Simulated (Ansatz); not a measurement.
Response to strain in Si

The reference is Si in the diamond structure (space group Fd-3m, No. 227; a = 5.4443 Å). Axes: x, y, z lie along the cube axes.

Strains are applied to the cell and any free atomic positions relax; under biaxial strain the out-of-plane vector relaxes too.

Computed with Ansatz (a first-principles code), r2SCAN, PAW, cutoff 500 eV, without spin-orbit coupling.

Notes on the quantities. energy relative to the base: free energy F.

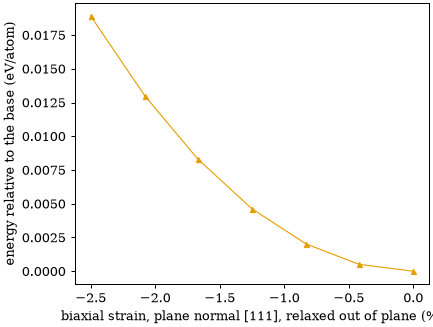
Figure. Energy relative to the base against biaxial strain, plane normal [111], relaxed out of plane

Task: From the plot, what is the energy relative to the base for biaxial strain −0.83 %, plane normal [111], relaxed out of plane?

Result: About 0.002 eV/atom.

Task: Is the trend monotonic over the range shown?

Result: Yes, it falls throughout, spanning 0 meV/atom to +19 meV/atom.

Stability against distortions was not tested.
